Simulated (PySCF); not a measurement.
```json
{"atom": "C", "x (Å)": "-1.6413", "y (Å)": "-1.0354", "z (Å)": "0.7683"}
{"atom": "N", "x (Å)": "-0.5847", "y (Å)": "-0.3595", "z (Å)": "0.7100"}
{"atom": "C", "x (Å)": "-0.2797", "y (Å)": "0.5029", "z (Å)": "-0.3339"}
{"atom": "C", "x (Å)": "-1.1581", "y (Å)": "1.3220", "z (Å)": "-0.9166"}
{"atom": "O", "x (Å)": "1.0227", "y (Å)": "0.5304", "z (Å)": "-0.6482"}
{"atom": "Si", "x (Å)": "2.2224", "y (Å)": "-0.2622", "z (Å)": "0.1381"}
{"atom": "H", "x (Å)": "-2.4063", "y (Å)": "-1.0580", "z (Å)": "-0.0108"}
{"atom": "H", "x (Å)": "-1.8059", "y (Å)": "-1.6437", "z (Å)": "1.6459"}
{"atom": "H", "x (Å)": "-0.8340", "y (Å)": "2.0410", "z (Å)": "-1.6449"}
{"atom": "H", "x (Å)": "-2.1959", "y (Å)": "1.3127", "z (Å)": "-0.6416"}
{"atom": "H", "x (Å)": "3.3329", "y (Å)": "0.1940", "z (Å)": "-0.6863"}
{"atom": "H", "x (Å)": "2.0207", "y (Å)": "-1.7103", "z (Å)": "0.0714"}
{"atom": "H", "x (Å)": "2.3030", "y (Å)": "0.1665", "z (Å)": "1.5310"}
```

Geometry: GFN2-xTB.

The calculation used PBE0/pcSseg-1, SCF density, gas phase, non-relativistic in PySCF.

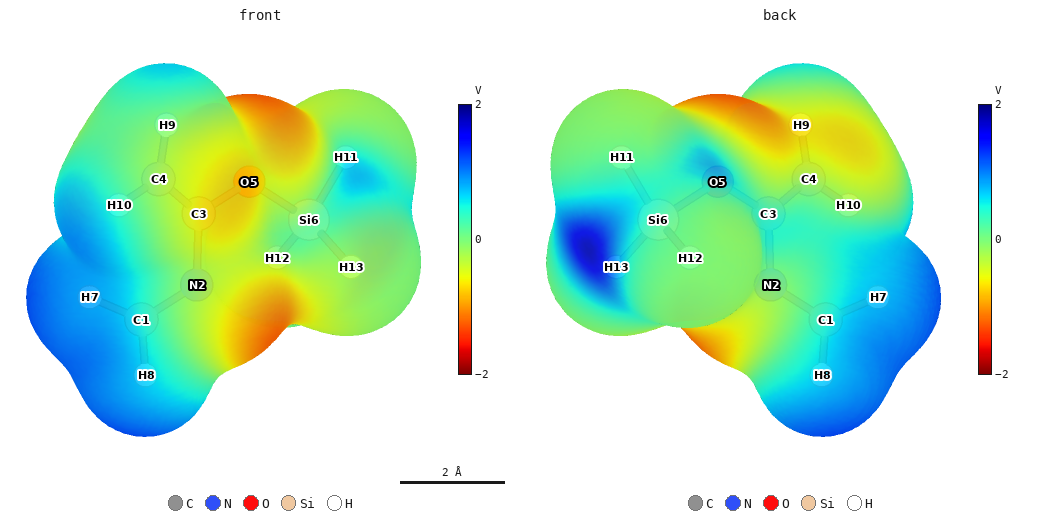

C$_{3}$H$_{7}$NOSi (SMILES C=NC(=C)O[SiH3]). The electrostatic potential painted on the density surface at 0.002 e/bohr³, seen from the front and from behind; the colour scale runs from red (negative) to blue (positive).

Which sites attract a positive test charge, and which a negative one?

A positive charge is drawn to the negative regions and a negative charge to the positive ones. The most negative region (about −1.2 V) lies over N2 and O5, the most positive (about +1.5 V) over Si6.
